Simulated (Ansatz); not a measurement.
# LuHf4O: from a guess to a relaxed structure

The task: take a trial cell of LuHf4O to zero force and stress.

Method: DFT PBE, scalar-relativistic, plane waves, PAW, in Ansatz 0.2.0.

## 1. The system as given

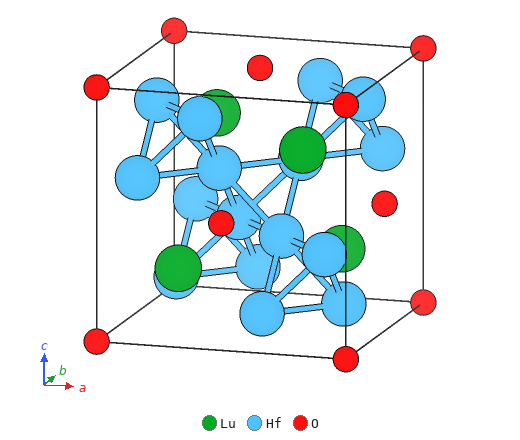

Start, viewed slightly off an axis; lutetium green, hafnium blue, oxygen red. Atoms on the faces are drawn again on the opposite ones. The cell drawn here is the conventional one.

Coordinates:

```cif
data_structure
_symmetry_space_group_name_H-M 'F-43m'
_symmetry_Int_Tables_number 216
_cell_length_a 7.7478
_cell_length_b 7.7478
_cell_length_c 7.7478
_cell_angle_alpha 90.000
_cell_angle_beta 90.000
_cell_angle_gamma 90.000
_cell_volume 465.08
loop_
_atom_site_label
_atom_site_type_symbol
_atom_site_symmetry_multiplicity
_atom_site_Wyckoff_symbol
_atom_site_fract_x
_atom_site_fract_y
_atom_site_fract_z
_atom_site_occupancy
Lu1 Lu 4 c 0.25000 0.25000 0.25000 1
Hf1 Hf 16 e 0.87503 0.37503 0.12497 1
O1 O 4 a 0.00000 0.00000 0.00000 1
```

A structure generator made this guess: species swapped into a database cell of GdDyAl4 (F-43m, No. 216), with O on the Gd sites, Lu on the Dy sites and Hf on the Al sites. Its size is a rough estimate.

## 2. The guess as it stands, on a coarse mesh

File input.yaml:

```yaml
crystal:
  lattice:
    - [0.0, 3.87388637, 3.87388637]
    - [3.87388637, 0.0, 3.87388637]
    - [3.87388637, 3.87388637, 0.0]
  atoms:
    - { symbol: Lu, position: [0.75, 0.75, 0.75] }
    - { symbol: Hf, position: [0.87490872, 0.37503043, 0.37503043] }
    - { symbol: Hf, position: [0.37503043, 0.37503043, 0.37503043] }
    - { symbol: Hf, position: [0.37503043, 0.87490872, 0.37503043] }
    - { symbol: Hf, position: [0.37503043, 0.37503043, 0.87490872] }
    - { symbol: O, position: [0.0, 0.0, 0.0] }
basis:
  ecutwfc: 420
kpoints:
  mp_grid: { grid: [4, 4, 4] }
hamiltonian:
  xc: pbe
scf:
  occupations: { method: gaussian, width: 0.1 }
  lower_state_search: "off"
output:
  forces: true
  stress: true
  eigenvalues: true
```

On the command line:

```sh
ansatz run input.yaml --threads 1 --pin off --max-ram 2560MiB --backend cpu --events-out ev --progress --plain --runs-dir out
```

The program printed, cut to the lines that bear on the results:

```text
[...]
SCF converged after 10 iterations
Free energy (F): -78177.276296 eV
[...]
E sigma→0 (E₀):  -78177.255540 eV
Entropy (-TS):   -0.041512 eV (-6.919 meV/atom)
Fermi energy:    18.808075 eV
[...]
--- Forces (eV/Å), atoms counted from 1 ---
  atom   1  Lu     0.00000000    -0.00000000     0.00000000
  atom   2  Hf     0.70085616    -0.70085616    -0.70085616
  atom   3  Hf     0.70085616     0.70085616     0.70085616
  atom   4  Hf    -0.70085616     0.70085616    -0.70085616
  atom   5  Hf    -0.70085616    -0.70085616     0.70085616
  atom   6  O     -0.00000000     0.00000000     0.00000000
[...]
--- Stress (GPa, compression-positive) ---
       17.086797       0.000000       0.000000
       -0.000000      17.086797      -0.000000
        0.000000      -0.000000      17.086797
  P = ⅓ Tr σ = 17.0868 GPa (170.868 kbar)
--- Band table (eV; the first three rows and the last of 8) ---
[...]
```

Run time: 2.8 s. Hardware: 1 thread of AMD EPYC 9R45 (Zen 5), shared host; peak memory 0.46 GiB.

From the probe: pressure 17.1 GPa, largest force 1.21 eV/Å, gap on this mesh none (metal). A guess like this is first relaxed loosely on the coarse mesh.

## 3. Rough relaxation on the coarse mesh

Changes to input.yaml since step 2:

```diff
@@ -25 +25,6 @@
   eigenvalues: true
+relax:
+  adjacent_minimum: "off"
+  f_tol: 0.04
+  max_steps: 70
+  cell: { stress_tol: 0.4 }
```

On the command line:

```sh
ansatz run input.yaml --threads 1 --pin off --max-ram 2560MiB --backend cpu --events-out ev --progress --plain --runs-dir out
```

The program printed:

```text
Warning: RAYON_NUM_THREADS=1 ignored (pool sized by the plan → 1); use --threads N
Engine: ansatz 0.2.0, x86_64-unknown-linux-gnu
Pseudopotentials: kind: paw
Pseudopotential: Lu, paw, valence charge 25, recommended cutoff 420 eV (normal), Lu.paw.azcp
Pseudopotential: Hf, paw, valence charge 26, recommended cutoff 420 eV (normal), Hf.paw.azcp
Pseudopotential: O, paw, valence charge 6, recommended cutoff 420 eV (normal), O.paw.azcp
Functional definition: PBE
  parameter kappa = 0.804
  parameter beta = 0.06672455060314922
  exchange = pbe_x(kappa = kappa, mu = beta*pi^2/3)
  correlation = pbe_c(beta = beta)
Crystal: 6 atoms, lattice volume = 116.271 Å³
Basis set: ecut = 420 eV, 2229 PW (Γ), exchange–correlation on 80×80×80 points (8 copies of the dense FFT grid, shifted against one another)
Bands: 81, of which v1, the nominal top of the filled ones, is band 68 counted from 1 (67 counted from 0)
Symmetry: 24 space group operations
Space group: F-43m (ITA 216), of the structure as read, at distance tolerance 4.9e-5 Å
k-points: 8 of 64 (time reversal used)
Non-local potential: Lu, projectors of the file, l = 0: 3, l = 1: 2, l = 2: 2, l = 3: 3
Non-local potential: Hf, projectors of the file, l = 0: 3, l = 1: 2, l = 2: 2, l = 3: 3
Non-local potential: O, projectors of the file, l = 0: 2, l = 1: 2, l = 2: 1
PAW form: soft (Blöchl's): semilocal exchange-correlation on the pseudo side does not see the compensation charge
PAW one-centre angular grid: Lu, 590 points (default); XC on 64 Gauss nodes
PAW one-centre angular grid: Hf, 590 points (default); XC on 64 Gauss nodes
PAW one-centre angular grid: O, 110 points (default); XC on 64 Gauss nodes
Initial density: superposition of atomic densities (neutral atoms: chi_scale 0, normalization atom), corrected by the library's trained network
Initial wavefunctions: pseudopotential atomic-orbital guess
Functional: x = pbe(κ = 0.804, μ = 0.2195149727645171), c = pbe(β = 0.06672455060314922)
SCF iter   1: F=—  HF=-78177.302901 eV  |F-HF|=—  |Δ(HF+E_count)|=         —  Δρ=6.68e-3  dr2=1.12e-1  ethr=1.77e-3  ⟨swp⟩=5.8  Hψ=2284  notcnv=0
preconditioner: auto → Resta (q_TF=auto, 2.797 Å⁻¹)  ε∞=7.0  [insulator: Δε(μ)=0.131 eV  Ē_g=15.744 eV  σ=0.100 eV  W_gap=0.59  n_scr=50 (ndim 8)  ℏωp=38.5 eV  f_vac=0.000  D(μ)=8.28/eV (n_scr^D=88)  ε∞_Penn≈7.0]
SCF iter   2: F=—  HF=-78177.282782 eV  |F-HF|=—  |Δ(HF+E_count)|=   2.01e-2  Δρ=3.61e-3  dr2=3.58e-2  ethr=8.32e-5  ⟨swp⟩=2.0  Hψ=1316  notcnv=0
SCF iter   3: F=—  HF=-78177.283450 eV  |F-HF|=—  |Δ(HF+E_count)|=   6.68e-4  Δρ=2.66e-3  dr2=9.75e-3  ethr=2.66e-5  ⟨swp⟩=3.0  Hψ=1176  notcnv=0
SCF iter   4: F=—  HF=-78177.276481 eV  |F-HF|=—  |Δ(HF+E_count)|=   6.97e-3  Δρ=9.23e-4  dr2=1.10e-3  ethr=7.22e-6  ⟨swp⟩=3.0  Hψ=1408  notcnv=0  defer=3
SCF iter   5: F=—  HF=-78177.276311 eV  |F-HF|=—  |Δ(HF+E_count)|=   1.70e-4  Δρ=2.78e-4  dr2=1.14e-4  ethr=8.13e-7  ⟨swp⟩=3.0  Hψ=1204  notcnv=0  defer=3
SCF iter   6: F=—  HF=-78177.276291 eV  |F-HF|=—  |Δ(HF+E_count)|=   1.93e-5  Δρ=9.04e-5  dr2=6.28e-6  ethr=8.46e-8  ⟨swp⟩=2.4  Hψ=1145  notcnv=0  defer=3
SCF iter   7: F=—  HF=-78177.276304 eV  |F-HF|=—  |Δ(HF+E_count)|=   1.28e-5  Δρ=5.43e-5  dr2=2.03e-6  ethr=4.65e-9  ⟨swp⟩=3.0  Hψ=1520  notcnv=0  defer=3
SCF iter   8: F=—  HF=-78177.276298 eV  |F-HF|=—  |Δ(HF+E_count)|=   6.41e-6  Δρ=1.67e-5  dr2=2.60e-7  ethr=1.50e-9  ⟨swp⟩=3.1  Hψ=1414  notcnv=0  defer=3
SCF iter   9: F=—  HF=-78177.276296 eV  |F-HF|=—  |Δ(HF+E_count)|=   1.99e-6  Δρ=5.62e-6  dr2=3.66e-8  ethr=7.41e-11  ⟨swp⟩=13.5  Hψ=4620  notcnv=0
SCF iter  10: F=-78177.276296 eV  HF=-78177.276296 eV  |F-HF|=5.44e-9  |Δ(HF+E_count)|=   4.24e-8  Δρ=1.44e-6  dr2=2.05e-9  ethr=2.71e-11  ⟨swp⟩=6.1  Hψ=2824  notcnv=0
SCF 1 converged in 10 iterations: F = -78177.276296 eV  dr2 = 2.05e-9
relax step   1: F+E_penalty+E_count = -78177.27629575 eV  Δ(F+E_penalty+E_count) = +0.000e0 eV  max|allowed force component| = 7.009e-1 eV/Å  Δτ_max = 0.0000 Å  P = +17.087 GPa  Ω = 116.271 Å³  (10 SCF iters, dr2 threshold 1.00e-7 eV, accepted)
[... 17 lines left out ...]
relax step   2: F+E_penalty+E_count = -78178.37481944 eV  Δ(F+E_penalty+E_count) = -1.099e0 eV  max|allowed force component| = 4.194e-1 eV/Å  Δτ_max = 0.0598 Å  P = +3.570 GPa  Ω = 134.115 Å³  energy of the carried Pulay correction = -1.694e-2 eV  (11 SCF iters, dr2 threshold 6.00e-7 eV, accepted)
[... 16 lines left out ...]
relax step   3: F+E_penalty+E_count = -78178.44365363 eV  Δ(F+E_penalty+E_count) = -6.883e-2 eV  max|allowed force component| = 2.641e-1 eV/Å  Δτ_max = 0.0061 Å  P = +1.260 GPa  Ω = 137.932 Å³  energy of the carried Pulay correction = -2.026e-2 eV  (11 SCF iters, dr2 threshold 6.00e-7 eV, accepted)
[... 13 lines left out ...]
relax step   4: F+E_penalty+E_count = -78178.46371866 eV  Δ(F+E_penalty+E_count) = -2.007e-2 eV  max|allowed force component| = 5.732e-2 eV/Å  Δτ_max = 0.0117 Å  P = +0.015 GPa  Ω = 140.026 Å³  energy of the carried Pulay correction = -2.204e-2 eV  (9 SCF iters, dr2 threshold 6.00e-7 eV, accepted)
[... 10 lines left out ...]
relax step   5: F+E_penalty+E_count = -78178.46446866 eV  Δ(F+E_penalty+E_count) = -7.500e-4 eV  max|allowed force component| = 5.142e-3 eV/Å  Δτ_max = 0.0033 Å  P = -0.019 GPa  Ω = 140.040 Å³  energy of the carried Pulay correction = -2.205e-2 eV  (6 SCF iters, dr2 threshold 2.05e-7 eV, accepted)
[... 13 lines left out ...]
relax step   6: F+E_penalty+E_count = -78178.51230028 eV  Δ(F+E_penalty+E_count) = -4.783e-2 eV  max|allowed force component| = 2.500e-3 eV/Å  Δτ_max = 0.0000 Å  P = +0.385 GPa  Ω = 140.040 Å³  stress off target by 3.85e-1 GPa  SCF on the basis re-selected at this cell (its energy is not comparable with the rows above)  (9 SCF iters)
basis re-selected at this cell: Δ(F+E_penalty+E_count) = -4.783e-2 eV, ΔP = +0.404 GPa vs the last step (what re-selecting the basis moved, of the pressure what is left beyond the Pulay correction that the steps carried, after the strain that the cell walked since its last selection, with what the two solves' SCF thresholds leave and, on support functions, any second-order correction that the steps lacked; it is no measure of the basis error at this ecutwfc). This SCF's stress stands 3.85e-1 GPa from its target on what of the cell is left free (relax.cell.stress_tol is 4.00e-1 GPa) and its largest allowed force component is 2.50e-3 eV/Å (relax.f_tol is 4.00e-2 eV/Å): within both
SCF converged after 9 iterations
Free energy (F): -78178.512300 eV
Harris-Foulkes:  -78178.512300 eV  (|F-HF|=8.44e-10)
Internal energy: -78178.453505 eV  (E = F + TS)
E sigma→0 (E₀):  -78178.482902 eV
Entropy (-TS):   -0.058796 eV (-9.799 meV/atom)
Fermi energy:    15.166884 eV
--- Per-component energies (eV) ---
  E_band       = -232.920215
  E_kinetic    = 2293.735127
  E_local      = -31081.650271  (includes V_loc(G=0)·N_el)
  E_nonlocal   = -4351.658991
  E_hartree    = 14161.672030
  E_xc         = -1491.822433
  E_vxc        = -1416.082156  (∫ρ·V_xc dr)
  E_paw        = -35244.275598  (= ΣΔE_a)
  E_vpaw       = 5999.385775  (= ΣTr[D̂ρ^β])
  E_aug_tail   = 0.002236  (compensation charges beyond the density's cutoff)
  E_ewald      = -22464.455605
  E_smearing   = -0.058796  (= −TS)
  E_closure    = -0.000000  (closes the sum)
  Σ components = -78178.512300   (vs F -78178.512300, Δ=0.00e0)
--- Forces (eV/Å), atoms counted from 1 ---
  atom   1  Lu     0.00000000    -0.00000000    -0.00000000
  atom   2  Hf    -0.00249992     0.00249992     0.00249992
  atom   3  Hf    -0.00249992    -0.00249992    -0.00249992
  atom   4  Hf     0.00249992    -0.00249992     0.00249992
  atom   5  Hf     0.00249992     0.00249992    -0.00249992
  atom   6  O     -0.00000000     0.00000000     0.00000000
  max |Σ_I F_I| component: 1.60e-16 eV/Å
--- Stress (GPa, compression-positive) ---
        0.385264       0.000000       0.000000
        0.000000       0.385264       0.000000
        0.000000       0.000000       0.385264
  P = ⅓ Tr σ = 0.3853 GPa (3.853 kbar)
--- Band table (eV; the first three rows and the last of 8) ---
  k-point 0: bands = ["-46.5358", "-46.4129", "-46.4129", "-46.4129", "-40.7313", "-16.1404", "-15.5415", "-15.5415", "-15.5415", "-15.3564", "-15.3564", "-14.8532", "-14.8532", "-14.8532", "-14.6336", "-14.6336", "-14.6336", "-11.3936", "-11.3936", "-11.3936", "-0.9766", "3.4928", "3.5154", "3.5154", "3.5154", "3.5156", "3.5156", "3.5348", "3.5348", "3.5348", "3.5382", "3.5452", "3.5452", "3.5452", "3.5726", "3.5726", "3.5726", "3.5768", "3.5958", "3.5958", "3.6036", "3.6036", "3.6036", "3.6059", "3.6059", "3.6059", "3.6364", "3.6364", "3.6364", "9.1025", "10.5081", "10.5081", "10.5081", "10.5187", "10.5187", "10.5187", "10.5264", "12.0013", "12.6250", "12.6250", "12.6250", "12.8756", "12.8756", "12.8756", "14.7664", "14.7664", "15.0138", "15.0138", "15.0138", "16.9083", "16.9083", "17.2643", "17.2643", "17.2643", "18.1385", "19.2970", "19.2970", "19.2970", "19.4211", "19.4211", "19.4211"]
[... 3 lines left out ...]
--- Relaxed structure (5 steps of the walk, 5 accepted, 1 SCFs on fresh bases) ---
  F+E_penalty+E_count = -78178.51230028 eV   max|allowed force component| = 2.500e-3 eV/Å   (the final SCF, on the basis selected at the relaxed cell)
  cell:  # Å, volume = 140.0399 Å³
    - [-1.7324264911845005e-33, 4.121676789161967, 4.121676789161967]
    - [4.121676789161967, -5.0316798824843935e-34, 4.121676789161967]
    - [4.121676789161967, 4.121676789161967, -2.8725159835448888e-33]
  atoms:
    - { symbol: Lu, position: [0.75, 0.75, 0.75] }
    - { symbol: Hf, position: [0.8662349166583054, 0.3779216944472316, 0.37792169444723167] }
    - { symbol: Hf, position: [0.3779216944472316, 0.3779216944472316, 0.3779216944472316] }
    - { symbol: Hf, position: [0.3779216944472316, 0.8662349166583054, 0.37792169444723167] }
    - { symbol: Hf, position: [0.3779216944472316, 0.3779216944472316, 0.8662349166583054] }
    - { symbol: O, position: [-3.0319742019845394e-19, -3.218557229799024e-19, 2.285642090726799e-19] }
```

Wall time 19 s (1 thread of AMD EPYC 9R45 (Zen 5), shared host); peak memory 0.52 GiB.

Step by step:

```
step  E - E(step 1) (eV/cell)  largest force component (eV/Å)  pressure (GPa)  volume (Å³)
   1                   0.0000                          0.7009           17.09       116.27
   2                  -1.0985                          0.4194            3.57       134.11
   3                  -1.1674                          0.2641            1.26       137.93
   4                  -1.1874                          0.0573            0.01       140.03
   5                  -1.1882                          0.0051           -0.02       140.04
   6                  -1.2360                          0.0025            0.39       140.04
```

Step 1 is the start. Step 6 repeats the geometry before it on a plane-wave basis chosen anew for that cell, so its energy need not be comparable with the rows above.

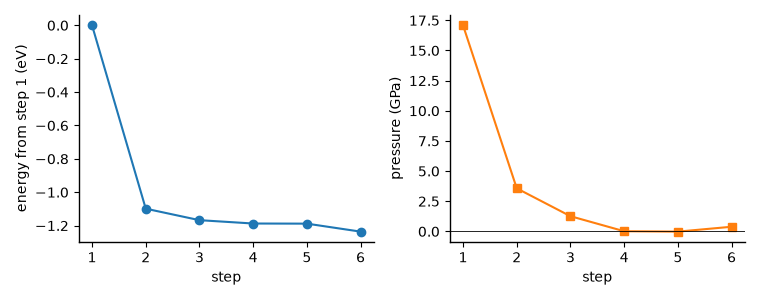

Energy and pressure along the relaxation.

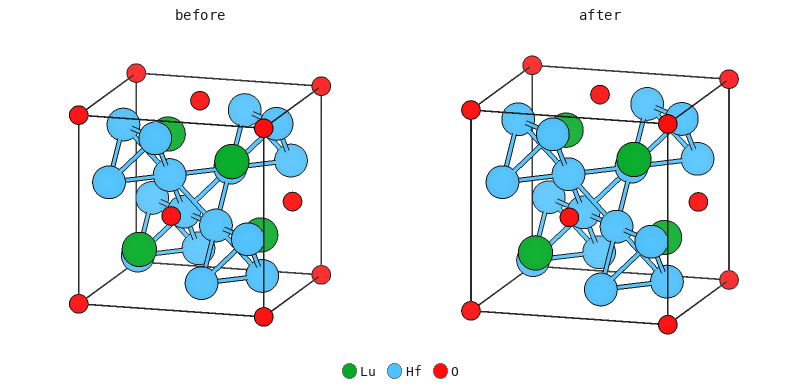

The structure before (left) and after (right) the relaxation, drawn at the same scale.

Lengths and angles in the start's conventional setting:

|  | before | after | change |
| --- | --- | --- | --- |
| a (Å) | 7.748 | 8.243 | +6.4 % |
| b (Å) | 7.748 | 8.243 | +6.4 % |
| c (Å) | 7.748 | 8.243 | +6.4 % |
| volume (Å³/atom) | 19.38 | 23.34 | +20.4 % |
| shortest distance (Å) | 2.739 | 2.846 | +3.9 % |
| space group (0.01 Å) | F-43m | F-43m | same |

Forces and stress were held to the start's 24 operations: a distortion of lower symmetry was not tested.

## 4. Relaxation on the finer mesh

The end of the coarse run is made exact in the group found at a tolerance of 0.06 Å and reduced to its primitive cell.

File input.yaml:

```yaml
crystal:
  lattice:
    - [0.0, 4.1216767892, 4.1216767892]
    - [4.1216767892, 0.0, 4.1216767892]
    - [4.1216767892, 4.1216767892, 0.0]
  atoms:
    - { symbol: Lu, position: [0.25, 0.25, 0.25] }
    - { symbol: Hf, position: [0.6220783056, 0.6220783056, 0.1337650833] }
    - { symbol: Hf, position: [0.6220783056, 0.1337650833, 0.6220783056] }
    - { symbol: Hf, position: [0.1337650833, 0.6220783056, 0.6220783056] }
    - { symbol: Hf, position: [0.6220783056, 0.6220783056, 0.6220783056] }
    - { symbol: O, position: [0.0, 0.0, 0.0] }
basis:
  ecutwfc: 420
kpoints:
  mp_grid: { grid: [8, 8, 8] }
hamiltonian:
  xc: pbe
scf:
  occupations: { method: gaussian, width: 0.1 }
output:
  forces: true
  stress: true
  eigenvalues: true
relax:
  adjacent_minimum: "off"
  f_tol: 0.01
  max_steps: 80
  cell: { stress_tol: 0.05 }
```

On the command line:

```sh
ansatz run input.yaml --threads 1 --pin off --max-ram 2560MiB --backend cpu --events-out ev --progress --plain --runs-dir out
```

The program printed, cut to the lines that bear on the results:

```text
Warning: RAYON_NUM_THREADS=1 ignored (pool sized by the plan → 1); use --threads N
[...]
[... 5 set-up lines as earlier in the session ...]
[...]
Crystal: 6 atoms, lattice volume = 140.040 Å³
Basis set: ecut = 420 eV, 2733 PW (Γ), exchange–correlation on 80×80×80 points (8 copies of the dense FFT grid, shifted against one another)
Bands: 81, of which v1, the nominal top of the filled ones, is band 68 counted from 1 (67 counted from 0)
[... 1 set-up line as earlier in the session ...]
Space group: F-43m (ITA 216), of the structure as read, at distance tolerance 5.2e-5 Å
k-points: 29 of 512 (time reversal used)
[...]
--- Band table (eV; the first three rows and the last of 29) ---
[...]
--- Relaxed structure (3 steps of the walk, 2 accepted, 1 SCFs on fresh bases) ---
  F+E_penalty+E_count = -78178.52299555 eV   max|allowed force component| = 3.305e-3 eV/Å   (the final SCF, on the basis selected at the relaxed cell)
  cell:  # Å, volume = 141.0824 Å³
    - [-1.8470723619246513e-34, 4.1318791821708265, 4.1318791821708265]
    - [4.1318791821708265, -1.942610587541444e-34, 4.1318791821708265]
    - [4.1318791821708265, 4.1318791821708265, -2.1655331139806256e-34]
  atoms:
    - { symbol: Lu, position: [0.24999999999999997, 0.24999999999999997, 0.24999999999999997] }
    - { symbol: Hf, position: [0.6219364257016942, 0.6219364257016942, 0.13419072289491774] }
    - { symbol: Hf, position: [0.6219364257016942, 0.13419072289491774, 0.621936425701694] }
    - { symbol: Hf, position: [0.13419072289491774, 0.6219364257016942, 0.621936425701694] }
    - { symbol: Hf, position: [0.6219364257016942, 0.6219364257016942, 0.6219364257016942] }
    - { symbol: O, position: [1.3152440474303345e-20, 2.1920734123841657e-20, -1.3152440474303084e-20] }
```

It took 51 s on 1 thread of AMD EPYC 9R45 (Zen 5), shared host; peak memory 0.63 GiB.

Relaxation path:

```csv
step,E - E(step 1) (eV/cell),largest force component (eV/Å),pressure (GPa),volume (Å³)
1,0.0000,0.0185,0.51,140.04
2,0.0022,0.0521,-0.47,142.14
3,-0.0009,0.0034,0.00,141.08
4,-0.0018,0.0033,0.01,141.08
```

Step 1 is the start. Step 4 repeats the geometry before it on a plane-wave basis chosen anew for that cell, so its energy need not be comparable with the rows above. Step 2 was tried and not accepted.

Lengths and angles in the start's conventional setting:

|  | before | after | change |
| --- | --- | --- | --- |
| a (Å) | 8.243 | 8.264 | +0.2 % |
| b (Å) | 8.243 | 8.264 | +0.2 % |
| c (Å) | 8.243 | 8.264 | +0.2 % |
| volume (Å³/atom) | 23.34 | 23.51 | +0.7 % |
| shortest distance (Å) | 2.846 | 2.850 | +0.1 % |
| space group (0.01 Å) | F-43m | F-43m | same |

Forces and stress were held to the start's 24 operations: a distortion of lower symmetry was not tested.

## 5. What came out

| quantity | value |
| --- | --- |
| symmetry at the end (tolerance 0.05 Å) | space group F-43m (No. 216) |
| conventional cell | a = 8.264 Å, b = 8.264 Å, c = 8.264 Å, α = 90.00°, β = 90.00°, γ = 90.00° |
| volume | 23.51 Å³/atom |
| energy over the elements (uncorrected; H, N, O, F and Cl as molecules) | +0.72 eV/atom |
| gap on the mesh | none (metal) |

The space group F-43m (No. 216) is kept, and the volume per atom grows by 21.3 % from the first guess. With a positive formation energy it can't be a ground state. No finished test with a distortion of lower symmetry is shown, so the end may be a saddle point. The runs treat Hf, Lu without spin-orbit coupling. Spin polarisation is off in the runs that give these values; a magnetic solution could lie lower.
